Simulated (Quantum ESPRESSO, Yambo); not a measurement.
# Al2O3 (Corundum): a self-consistent loop beyond G0W0, cycle by cycle, part 2 of 2

How far does self-consistency move the gap of Al2O3 (Corundum)?

Quantum ESPRESSO 7.5 and Yambo 5.3.0; PBE and many-body steps on it, plane waves. Known limits of the many-body steps: not at the basis limit.

So far. Step 5 (evGW0, cycle 1): Against G0W0 in Yambo (4×4×4 mesh, 82 bands, screening to 74.8 eV, Godby-Needs plasmon pole), the gap moves by +0.295 eV. Step 6 (evGW0, cycle 2): Against the cycle before, the gap moves by +0.036 eV.

## (7) evGW0, cycle 3

Level of this step: evGW0 on PBE, plane waves, norm-conserving pseudopotentials (Yambo).

gw5.in

```
HF_and_locXC
gw0
dyson
ppa
em1d
rim_cut
RandQpts= 1000000
RandGvec= 1 RL
EXXRLvcs= 72 Ry
VXCRLvcs= 288 Ry
Chimod= "HARTREE"
% BndsRnXp
 1 | 82 |
%
NGsBlkXp= 5.5 Ry
% LongDrXp
 1 | 1 | 1 |
%
% GbndRnge
 1 | 82 |
%
DysSolver= "n"
ExtendOut
PPAPntXp= 27.21138 eV
% QPkrange
 1 | 14 | 22 | 27 |
%
GfnQPdb= "E < ./gw4_fix/ndb.QP"
```

The run is started by

```console
$ OMP_NUM_THREADS=2 mpirun -n 4 yambo -F gw5.in -J gw5,gw1_W -C gw5 > gw5.log
```

The program printed:

```text
 Yambo, version 5.3.0

 [02] CORE Variables Setup
 =========================

  [... cell, symmetries and grids as in the set-up ...]

  [02.05] Energies & Occupations
  ==============================

  [X] === General ===
  [X] Electronic Temperature                        :  0.000000  0.000000 [eV K]
  [X] Bosonic    Temperature                        :  0.000000  0.000000 [eV K]
  [X] Finite Temperature mode                       : no
  [X] El. density                                   :  0.56459E+24 [cm-3]
[...]
Sx RL components                                 :   5903

   QP @ state[ 1 ] K range                          :   1  14
   QP @ state[ 1 ] b range                          :  22  27
   GF energies kind                                 : Perdew, Burke & Ernzerhof(X)+Perdew, Burke & Ernzerhof(C)+ E < ./gw2/ndb.QP + @E Fit+ E < ./gw3_fix/
   GF WF`s kind                                     : Perdew, Burke & Ernzerhof(X)+Perdew, Burke & Ernzerhof(C)
   Xs energies kind                                 : Perdew, Burke & Ernzerhof(X)+Perdew, Burke & Ernzerhof(C)
   Xs WF`s kind                                     : Perdew, Burke & Ernzerhof(X)+Perdew, Burke & Ernzerhof(C)

 [13] Game Over & Game summary
```

Wall time 2.6 min (4 MPI ranks of Arm Neoverse V2, shared host); peak memory 3.4 GiB; 19 min of CPU time.

Numbers from this step:

- quasiparticle gap on the mesh: 8.715 eV
- gap of the density functional on the mesh: 6.266 eV
- k of the valence top: 0, 0, 0
- k of the conduction bottom: 0, 0, 0
- least direct quasiparticle gap on the computed points: 8.715 eV

Against the cycle before, the gap moves by +0.004 eV.

The program's own table gives 9.012 eV, which is too large where the input levels are shifted: this version takes Σc at the unshifted level E₀, yet steps from the shifted one. The value above is the Newton step from E₀, E₀ + Z(Σc + Σx − Vxc), rebuilt from the printed columns.

## (8) evGW, cycle 1

This step: evGW on PBE, plane waves, norm-conserving pseudopotentials.

gw6.in, as its differences from gw5.in of step 7:

```diff
@@ -27,2 +27,3 @@
 %
-GfnQPdb= "E < ./gw4_fix/ndb.QP"
+GfnQPdb= "E < ./gw2/ndb.QP"
+XfnQPdb= "E < ./gw2/ndb.QP"
```

The run is started by

```console
$ OMP_NUM_THREADS=2 mpirun -n 4 yambo -F gw6.in -J gw6 -C gw6 > gw6.log
```

The program printed:

```text
 Yambo, version 5.3.0

 [02] CORE Variables Setup
 =========================

  [... cell, symmetries and grids as in the set-up ...]

  [02.05] Energies & Occupations
  ==============================

  [X] === General ===
  [X] Electronic Temperature                        :  0.000000  0.000000 [eV K]
  [X] Bosonic    Temperature                        :  0.000000  0.000000 [eV K]
  [X] Finite Temperature mode                       : no
  [X] El. density                                   :  0.56459E+24 [cm-3]
[...]
Sx RL components                                 :   5903

   QP @ state[ 1 ] K range                          :   1  14
   QP @ state[ 1 ] b range                          :  22  27
   GF energies kind                                 : Perdew, Burke & Ernzerhof(X)+Perdew, Burke & Ernzerhof(C)+ E < ./gw2/ndb.QP + @E Fit
   GF WF`s kind                                     : Perdew, Burke & Ernzerhof(X)+Perdew, Burke & Ernzerhof(C)
   Xs energies kind                                 : Perdew, Burke & Ernzerhof(X)+Perdew, Burke & Ernzerhof(C)
   Xs WF`s kind                                     : Perdew, Burke & Ernzerhof(X)+Perdew, Burke & Ernzerhof(C)

 [15] Game Over & Game summary
```

Elapsed: 3.6 min, on 4 MPI ranks; peak memory 3.5 GiB; 27 min of CPU time.

Numbers from this step:

| Quantity | Value |
| --- | --- |
| quasiparticle gap on the mesh | 9.179 eV |
| gap of the density functional on the mesh | 6.266 eV |
| k of the valence top | 0, 0, 0 |
| k of the conduction bottom | 0, 0, 0 |
| least direct quasiparticle gap on the computed points | 9.179 eV |

Against G0W0 in Yambo (4×4×4 mesh, 82 bands, screening to 74.8 eV, Godby-Needs plasmon pole), the gap moves by +0.799 eV.

The program's own table gives 9.405 eV, which is too large where the input levels are shifted: this version takes Σc at the unshifted level E₀, yet steps from the shifted one. The value above is the Newton step from E₀, E₀ + Z(Σc + Σx − Vxc), rebuilt from the printed columns.

## (9) evGW, cycle 2

gw7.in, as its differences from gw6.in of step 8:

```diff
@@ -27,3 +27,3 @@
 %
-GfnQPdb= "E < ./gw2/ndb.QP"
-XfnQPdb= "E < ./gw2/ndb.QP"
+GfnQPdb= "E < ./gw6_fix/ndb.QP"
+XfnQPdb= "E < ./gw6_fix/ndb.QP"
```

The run is started by

```console
$ OMP_NUM_THREADS=2 mpirun -n 4 yambo -F gw7.in -J gw7 -C gw7 > gw7.log
```

The program printed:

```text
 Yambo, version 5.3.0

 [02] CORE Variables Setup
 =========================

  [... cell, symmetries and grids as in the set-up ...]

  [02.05] Energies & Occupations
  ==============================

  [X] === General ===
  [X] Electronic Temperature                        :  0.000000  0.000000 [eV K]
  [X] Bosonic    Temperature                        :  0.000000  0.000000 [eV K]
  [X] Finite Temperature mode                       : no
  [X] El. density                                   :  0.56459E+24 [cm-3]
[...]
Sx RL components                                 :   5903

   QP @ state[ 1 ] K range                          :   1  14
   QP @ state[ 1 ] b range                          :  22  27
   GF energies kind                                 : Perdew, Burke & Ernzerhof(X)+Perdew, Burke & Ernzerhof(C)+ E < ./gw2/ndb.QP + @E Fit+ E < ./gw6_fix/
   GF WF`s kind                                     : Perdew, Burke & Ernzerhof(X)+Perdew, Burke & Ernzerhof(C)
   Xs energies kind                                 : Perdew, Burke & Ernzerhof(X)+Perdew, Burke & Ernzerhof(C)
   Xs WF`s kind                                     : Perdew, Burke & Ernzerhof(X)+Perdew, Burke & Ernzerhof(C)

 [15] Game Over & Game summary
```

Run time: 3.6 min. Hardware: 4 MPI ranks; peak memory 3.5 GiB.

This step gave:

- quasiparticle gap on the mesh: 9.400 eV
- gap of the density functional on the mesh: 6.266 eV
- k of the valence top: 0, 0, 0
- k of the conduction bottom: 0, 0, 0
- least direct quasiparticle gap on the computed points: 9.400 eV

Against the cycle before, the gap moves by +0.221 eV.

The program's own table gives 9.688 eV, which is too large where the input levels are shifted: this version takes Σc at the unshifted level E₀, yet steps from the shifted one. The value above is the Newton step from E₀, E₀ + Z(Σc + Σx − Vxc), rebuilt from the printed columns.

## (10) evGW, cycle 3

gw8.in, as its differences from gw7.in of step 9:

```diff
@@ -27,3 +27,3 @@
 %
-GfnQPdb= "E < ./gw6_fix/ndb.QP"
-XfnQPdb= "E < ./gw6_fix/ndb.QP"
+GfnQPdb= "E < ./gw7_fix/ndb.QP"
+XfnQPdb= "E < ./gw7_fix/ndb.QP"
```

The run is started by

```console
$ OMP_NUM_THREADS=2 mpirun -n 4 yambo -F gw8.in -J gw8 -C gw8 > gw8.log
```

The program printed:

```text
 Yambo, version 5.3.0

 [02] CORE Variables Setup
 =========================

  [... cell, symmetries and grids as in the set-up ...]

  [02.05] Energies & Occupations
  ==============================

  [X] === General ===
  [X] Electronic Temperature                        :  0.000000  0.000000 [eV K]
  [X] Bosonic    Temperature                        :  0.000000  0.000000 [eV K]
  [X] Finite Temperature mode                       : no
  [X] El. density                                   :  0.56459E+24 [cm-3]
[...]
Sx RL components                                 :   5903

   QP @ state[ 1 ] K range                          :   1  14
   QP @ state[ 1 ] b range                          :  22  27
   GF energies kind                                 : Perdew, Burke & Ernzerhof(X)+Perdew, Burke & Ernzerhof(C)+ E < ./gw2/ndb.QP + @E Fit+ E < ./gw6_fix/
   GF WF`s kind                                     : Perdew, Burke & Ernzerhof(X)+Perdew, Burke & Ernzerhof(C)
   Xs energies kind                                 : Perdew, Burke & Ernzerhof(X)+Perdew, Burke & Ernzerhof(C)
   Xs WF`s kind                                     : Perdew, Burke & Ernzerhof(X)+Perdew, Burke & Ernzerhof(C)

 [15] Game Over & Game summary
```

Elapsed: 3.6 min, on 4 MPI ranks; peak memory 3.5 GiB; 27 min of CPU time.

This step gave:

```
quasiparticle gap on the mesh                         : 9.455 eV
gap of the density functional on the mesh             : 6.266 eV
k of the valence top                                  : 0, 0, 0
k of the conduction bottom                            : 0, 0, 0
least direct quasiparticle gap on the computed points : 9.455 eV
```

Against the cycle before, the gap moves by +0.055 eV.

The program's own table gives 9.759 eV, which is too large where the input levels are shifted: this version takes Σc at the unshifted level E₀, yet steps from the shifted one. The value above is the Newton step from E₀, E₀ + Z(Σc + Σx − Vxc), rebuilt from the printed columns.

## (11) evGW, cycle 4

gw9.in, as its differences from gw8.in of step 10:

```diff
@@ -27,3 +27,3 @@
 %
-GfnQPdb= "E < ./gw7_fix/ndb.QP"
-XfnQPdb= "E < ./gw7_fix/ndb.QP"
+GfnQPdb= "E < ./gw8_fix/ndb.QP"
+XfnQPdb= "E < ./gw8_fix/ndb.QP"
```

The run is started by

```console
$ OMP_NUM_THREADS=2 mpirun -n 4 yambo -F gw9.in -J gw9 -C gw9 > gw9.log
```

The program printed:

```text
 Yambo, version 5.3.0

 [02] CORE Variables Setup
 =========================

  [... cell, symmetries and grids as in the set-up ...]

  [02.05] Energies & Occupations
  ==============================

  [X] === General ===
  [X] Electronic Temperature                        :  0.000000  0.000000 [eV K]
  [X] Bosonic    Temperature                        :  0.000000  0.000000 [eV K]
  [X] Finite Temperature mode                       : no
  [X] El. density                                   :  0.56459E+24 [cm-3]
[...]
Sx RL components                                 :   5903

   QP @ state[ 1 ] K range                          :   1  14
   QP @ state[ 1 ] b range                          :  22  27
   GF energies kind                                 : Perdew, Burke & Ernzerhof(X)+Perdew, Burke & Ernzerhof(C)+ E < ./gw2/ndb.QP + @E Fit+ E < ./gw6_fix/
   GF WF`s kind                                     : Perdew, Burke & Ernzerhof(X)+Perdew, Burke & Ernzerhof(C)
   Xs energies kind                                 : Perdew, Burke & Ernzerhof(X)+Perdew, Burke & Ernzerhof(C)
   Xs WF`s kind                                     : Perdew, Burke & Ernzerhof(X)+Perdew, Burke & Ernzerhof(C)

 [15] Game Over & Game summary
```

Elapsed: 3.6 min, on 4 MPI ranks; peak memory 3.5 GiB.

Numbers from this step:

```yaml
quasiparticle_gap_on_the_mesh: 9.469 eV
gap_of_the_density_functional_on_the_mesh: 6.266 eV
k_of_the_valence_top: 0, 0, 0
k_of_the_conduction_bottom: 0, 0, 0
least_direct_quasiparticle_gap_on_the_computed_points: 9.469 eV
```

Against the cycle before, the gap moves by +0.014 eV.

The program's own table gives 9.777 eV, which is too large where the input levels are shifted: this version takes Σc at the unshifted level E₀, yet steps from the shifted one. The value above is the Newton step from E₀, E₀ + Z(Σc + Σx − Vxc), rebuilt from the printed columns.

## (12) evGW, cycle 5

gw10.in, as its differences from gw9.in of step 11:

```diff
@@ -27,3 +27,3 @@
 %
-GfnQPdb= "E < ./gw8_fix/ndb.QP"
-XfnQPdb= "E < ./gw8_fix/ndb.QP"
+GfnQPdb= "E < ./gw9_fix/ndb.QP"
+XfnQPdb= "E < ./gw9_fix/ndb.QP"
```

The run is started by

```console
$ OMP_NUM_THREADS=2 mpirun -n 4 yambo -F gw10.in -J gw10 -C gw10 > gw10.log
```

The program printed:

```text
 Yambo, version 5.3.0

 [02] CORE Variables Setup
 =========================

  [... cell, symmetries and grids as in the set-up ...]

  [02.05] Energies & Occupations
  ==============================

  [X] === General ===
  [X] Electronic Temperature                        :  0.000000  0.000000 [eV K]
  [X] Bosonic    Temperature                        :  0.000000  0.000000 [eV K]
  [X] Finite Temperature mode                       : no
  [X] El. density                                   :  0.56459E+24 [cm-3]
[...]
Sx RL components                                 :   5903

   QP @ state[ 1 ] K range                          :   1  14
   QP @ state[ 1 ] b range                          :  22  27
   GF energies kind                                 : Perdew, Burke & Ernzerhof(X)+Perdew, Burke & Ernzerhof(C)+ E < ./gw2/ndb.QP + @E Fit+ E < ./gw6_fix/
   GF WF`s kind                                     : Perdew, Burke & Ernzerhof(X)+Perdew, Burke & Ernzerhof(C)
   Xs energies kind                                 : Perdew, Burke & Ernzerhof(X)+Perdew, Burke & Ernzerhof(C)
   Xs WF`s kind                                     : Perdew, Burke & Ernzerhof(X)+Perdew, Burke & Ernzerhof(C)

 [15] Game Over & Game summary
```

It took 3.5 min on 4 MPI ranks; peak memory 3.5 GiB.

This step gave:

| Item | Value |
| --- | --- |
| quasiparticle gap on the mesh | 9.472 eV |
| gap of the density functional on the mesh | 6.266 eV |
| k of the valence top | 0, 0, 0 |
| k of the conduction bottom | 0, 0, 0 |
| least direct quasiparticle gap on the computed points | 9.472 eV |

Against the cycle before, the gap moves by +0.003 eV.

The program's own table gives 9.781 eV, which is too large where the input levels are shifted: this version takes Σc at the unshifted level E₀, yet steps from the shifted one. The value above is the Newton step from E₀, E₀ + Z(Σc + Σx − Vxc), rebuilt from the printed columns.

## (13) Side by side

Times are wall times on 4 MPI ranks of Arm Neoverse V2, shared host, good to a factor of about two.

```tsv
run	mesh	bands	screening cutoff (eV)	DFT gap (eV)	gap on the mesh (eV)	direct (eV)	time
G0W0	4×4×4	82	74.8	6.266	8.380	8.380	67 s
evGW0, cycle 1	4×4×4	82	74.8	6.266	8.674	8.674	2.6 min
evGW0, cycle 2	4×4×4	82	74.8	6.266	8.711	8.711	2.6 min
evGW0, cycle 3	4×4×4	82	74.8	6.266	8.715	8.715	2.6 min
evGW, cycle 1	4×4×4	82	74.8	6.266	9.179	9.179	3.6 min
evGW, cycle 2	4×4×4	82	74.8	6.266	9.400	9.400	3.6 min
evGW, cycle 3	4×4×4	82	74.8	6.266	9.455	9.455	3.6 min
evGW, cycle 4	4×4×4	82	74.8	6.266	9.469	9.469	3.6 min
evGW, cycle 5	4×4×4	82	74.8	6.266	9.472	9.472	3.5 min
```

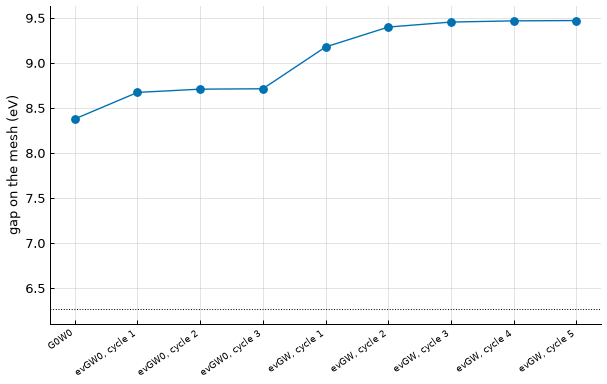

The gap through the cycles; the dotted line is the starting gap.

## (14) Summary of results

```yaml
g0w0: 8.380 eV
evgw0_cycle_1: 8.674 eV
evgw0_cycle_2: 8.711 eV
evgw0_cycle_3: 8.715 eV
evgw_cycle_1: 9.179 eV
evgw_cycle_2: 9.400 eV
evgw_cycle_3: 9.455 eV
evgw_cycle_4: 9.469 eV
evgw_cycle_5: 9.472 eV
known_limits: not at the basis limit
```

**Reading.** evGW0 ends at 8.71 eV, +0.34 eV from G0W0, after 3 cycles that took 7.8 min beside the first screening; the last moved the gap by 0.004 eV. evGW ends at 9.47 eV, +1.09 eV from G0W0, after 5 cycles that took 18 min beside the first screening; the last moved the gap by 0.003 eV. Against experiment, by evGW, cycle 5: the gap of 9.47 eV lies +0.77 eV from the measured 8.7 eV (optical, quoted 2018). An exciton line or allowed optical edge lies below the quasiparticle gap by the binding energy; a forbidden edge can push the onset above it. These are gaps on the mesh, at modest bands and cutoff. The calculation has static nuclei and no excitons; a measured gap holds zero-point and thermal motion, which mostly lowers it. Bands and cutoff are finite, so the gap is not at the basis limit. The miss can reach some tenths of an eV and take either sign; the mesh is an error of its own.

[Paths, hosts, dates, memory and timing lines, banners, echoed tables and standing remarks are left out of the program output.]

[Logs are printed without paths, hosts, clocks, repeated set-up lines and the standing remarks that a program may print on its own settings, such as how far it seeks lower states.]

[Runs of the session that timed out or met a known fault of the program may be left out.]

[Hosts, paths, dates, database ids (printed as entryN), source tags and the programs' standing remarks are cut or masked in the printed files.]
